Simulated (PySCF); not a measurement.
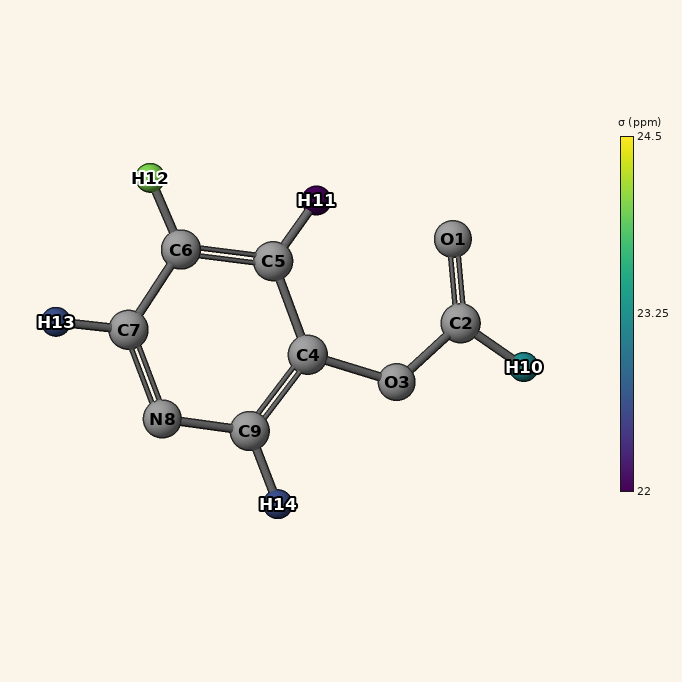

Atoms are coloured by their isotropic NMR shieldings (H only, the others grey). The geometry was computed by an optimisation with PBE0-D3(BJ)/def2-SVP. No frequency run is at hand to confirm it as a minimum. Level of theory: GIAO PBE0/pcSseg-1 NMR shielding, non-relativistic, gas phase (PySCF 2.14.0).

Q: Which H atom is the most shielded (lowest chemical shift)?

A: H12 (24.00 ppm).

Q: Which H atom is the least shielded (highest chemical shift)?

A: H11 (22.04 ppm).

Q: How wide is the range of H shifts?

A: 1.96 ppm.

List the isotropic NMR shieldings of the H atoms.

| atom | σ (ppm) |
| --- | --- |
| H10 | 23.19 |
| H11 | 22.04 |
| H12 | 24.00 |
| H13 | 22.62 |
| H14 | 22.60 |
